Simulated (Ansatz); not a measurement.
**UCCSD(T)/def2-SVPD (core potential) run of CH2NSn (SMILES N#[C][SnH2])**

Aim: the vertical electron affinity of CH2NSn at UCCSD(T)/def2-SVPD (core potential), from 2 runs. 

The results are computed with Ansatz 0.2.0.

60 further runs of the same task are left out: 60 set aside as unsound or not needed. Runs told in other sessions of the task aren't counted.

## Step 1: Starting point

CH2NSn has 5 atoms, charge 0, and is taken as a doublet. As SMILES, `N#[C][SnH2]`. The coordinates come from a PBE0-D4/def2-TZVP relaxation.

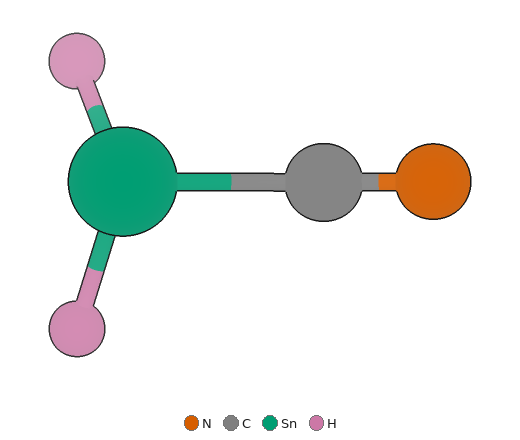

Viewed from a chosen angle; nitrogen orange, carbon grey, tin teal, hydrogen pink.

## Step 2: The energy at UCCSD(T)/def2-SVPD (core potential)

Contents of input.yaml:

```yaml
crystal:
  periodic: [false, false, false]
  atoms:
    - {symbol: N, position_ang: [0.833800, -1.535700, 1.665600]}
    - {symbol: C, position_ang: [0.506000, -0.851500, 0.796000]}
    - {symbol: Sn, position_ang: [0.009600, 0.331100, -0.886300]}
    - {symbol: H, position_ang: [-1.648500, 0.038200, -1.184000]}
    - {symbol: H, position_ang: [0.349000, 1.944400, -0.432600]}
basis:
  gaussian: {orbitals: def2-SVPD}
scf: {omitted_lower_state_checks: [cluster_reference, increment]}
magnetization: {spin_polarized: true, initial_magnetization: 1}
correlation: {method: ccsd_t, frozen_orbitals: {C: 1, H: 0, "N": 1, Sn: 4}}
accuracy: high
```

Run with:

```console
$ ansatz run input.yaml --threads 1 --pin off --max-ram 3480MiB --events-out events.jsonl --progress --plain --runs-dir runs
```

The program printed, shortened:

```text
Warning: RAYON_NUM_THREADS=1 ignored (pool sized by the plan → 1); use --threads N
Functional definition: HF
  name "HF"
[...]
1938 factors; integrals over basis functions are off by at most 2.8e-9 eV
[...]
mean field -8345.98258725 eV, -306.7092029712 hartree, gradient 2.2e-8 eV, S^2 0.771805; 2 other end points of the search recorded, 0 dependent functions left out
6 core orbitals not correlated: weight in the atoms' cores, before any rotation towards them, 1.000 or more for the frozen orbitals, at most 0.000 for the correlated occupied ones
reference -8345.98258725 eV, -306.7092029712 hartree; 13, 12 occupied and 69, 70 virtual orbitals, 1938 factors
second order -10.63526983 eV of doubles, -0.00000000 eV of singles
cycle   1  -10.71128892 eV  change   -7.6e-2 eV  update   1.0e-1
[...]
cycle  25  -11.27285465 eV  change   5.2e-10 eV  update   1.4e-9
perturbative correction -0.49530966 eV, -0.0182022944 hartree
Total energy: -8357.75075156 eV, -307.1416750330 hartree
Checks for a lower state left out: cluster_reference, increment
```

Wall time 74 s (1 thread of Arm Neoverse V2, shared host); peak memory 1.1 GiB.

## Step 3: The singlet anion, same level

Contents of run.yaml:

```yaml
crystal:
  periodic: [false, false, false]
  atoms:
    - {symbol: "N", position_ang: [0.833800, -1.535700, 1.665600]}
    - {symbol: C, position_ang: [0.506000, -0.851500, 0.796000]}
    - {symbol: Sn, position_ang: [0.009600, 0.331100, -0.886300]}
    - {symbol: H, position_ang: [-1.648500, 0.038200, -1.184000]}
    - {symbol: H, position_ang: [0.349000, 1.944400, -0.432600]}
basis:
  gaussian: {orbitals: def2-SVPD}
total_charge: -1
correlation: {method: ccsd_t, frozen_orbitals: {C: 1, H: 0, "N": 1, Sn: 4}}
accuracy: high
scf: {omitted_lower_state_checks: [cluster_reference, increment]}
```

Run with:

```console
$ ansatz run run.yaml --threads 1 --pin off --max-ram 3480MiB --events-out events.jsonl --progress --plain --runs-dir runs
```

The program printed, shortened:

```text
Warning: RAYON_NUM_THREADS=1 ignored (pool sized by the plan → 1); use --threads N
[... 2 set-up lines as earlier in the session ...]
[...]
1938 factors; integrals over basis functions are off by at most 2.8e-9 eV
[...]
mean field -8347.09394195 eV, -306.7500445031 hartree, gradient 7.2e-8 eV, S^2 0.000000; 0 other end points of the search recorded, 0 dependent functions left out
6 core orbitals not correlated: weight in the atoms' cores, before any rotation towards them, 1.000 or more for the frozen orbitals, at most 0.000 for the correlated occupied ones
reference -8347.09394195 eV, -306.7500445031 hartree; 13, 13 occupied and 69, 69 virtual orbitals, 1938 factors
second order -11.35686002 eV of doubles, -0.00000000 eV of singles
cycle   1  -11.45043886 eV  change   -9.4e-2 eV  update   1.0e-1
[...]
cycle  23  -11.99406256 eV  change  -5.6e-10 eV  update   1.6e-9
perturbative correction -0.53617262 eV, -0.0197039803 hartree
Total energy: -8359.62417713 eV, -307.2105221526 hartree
Checks for a lower state left out: cluster_reference, increment
```

Wall time 22 s (1 thread of Arm Neoverse V2, shared host); peak memory 0.55 GiB.

## Step 4: Outcome

At UCCSD(T)/def2-SVPD (core potential), 6 core orbitals frozen:

```
                                                   quantity          value
                               doublet CH2NSn: total energy  -307.14168 Eh
doublet CH2NSn: correlation energy (6 core orbitals frozen)     -432.5 mEh
                             doublet CH2NSn: (T) correction     -18.20 mEh
          doublet CH2NSn: ⟨S²⟩ of the reference determinant          0.772
                              doublet CH2NSn: T1 diagnostic          0.015
                                singlet anion: total energy  -307.21052 Eh
 singlet anion: correlation energy (6 core orbitals frozen)     -460.5 mEh
                              singlet anion: (T) correction     -19.70 mEh
                               singlet anion: T1 diagnostic          0.013
          vertical electron affinity (to the singlet anion)       1.873 eV
```

In words: At fixed nuclei the extra electron is bound by 1.87 eV (43 kcal/mol). The triples (doublet CH2NSn) make up 4.2 % of the correlation energy. The triples (singlet anion) make up 4.3 % of the correlation energy.
